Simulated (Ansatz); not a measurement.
```yaml
crystal:
  lattice:
    - [3.79480, 0.00000, 0.00000]
    - [0.00000, 3.79480, 0.00000]
    - [0.00000, 0.00000, 15.92542]
  atoms:
    - { symbol: Ga, position: [0.50000, 0.50000, 0.31083] }
    - { symbol: Ga, position: [0.00000, 0.00000, 0.81083] }
    - { symbol: Ga, position: [0.00000, 0.00000, 0.18917] }
    - { symbol: Ga, position: [0.50000, 0.50000, 0.68917] }
    - { symbol: Ga, position: [0.50000, 0.50000, 0.00000] }
    - { symbol: Ga, position: [0.00000, 0.00000, 0.50000] }
    - { symbol: As, position: [0.50000, 0.00000, 0.09424] }
    - { symbol: As, position: [0.00000, 0.50000, 0.59424] }
    - { symbol: As, position: [0.50000, 0.00000, 0.40576] }
    - { symbol: As, position: [0.00000, 0.50000, 0.90576] }
    - { symbol: N, position: [0.00000, 0.50000, 0.25000] }
    - { symbol: N, position: [0.50000, 0.00000, 0.75000] }
```

Space group I-4m2; a structure generated by program, which may or may not match a known phase.

Level of theory: DFT PBE, scalar-relativistic, plane waves, PAW (Ansatz 0.2.0).

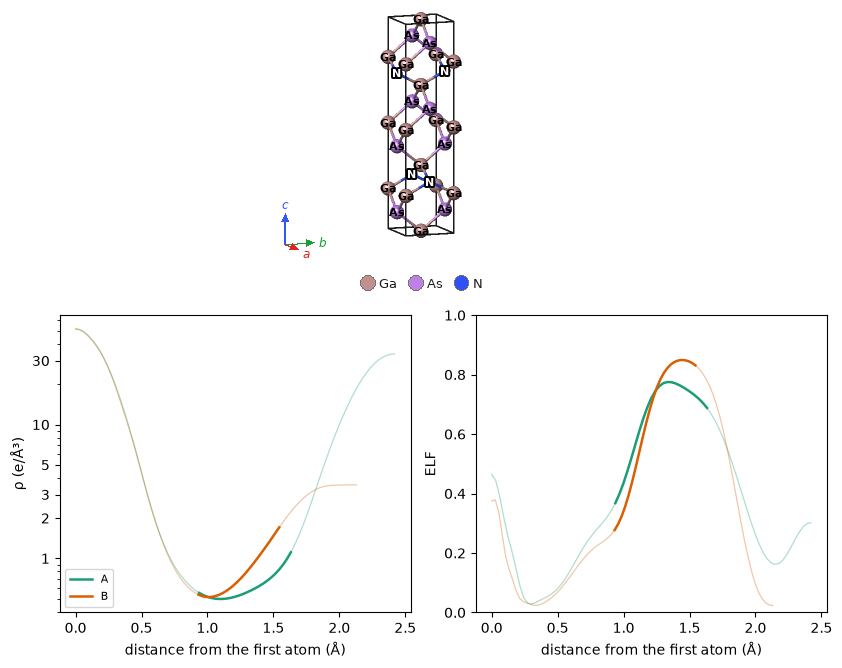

Ga$_{3}$As$_{2}$N. Valence pseudo-density and ELF along straight lines between neighbouring atoms. Thin, pale parts lie inside the atomic spheres. The structure is drawn too.

Core electrons are frozen (PAW), and the valence fields are smoothed inside the atomic spheres.

Which curve belongs to which contact (Ga–As and Ga–N)? The first atom named is at distance zero.

Curve A: Ga–As (2.42 Å): ρ at the midpoint is about 0.52 e/Å³; the ELF peaks at about 0.80 between the atoms. Curve B: Ga–N (2.13 Å): ρ is about 0.52 e/Å³ halfway; the ELF peaks at about 0.85 in the valence shell of N, 0.7 Å from its nucleus, and is about 0.45 at the midpoint.
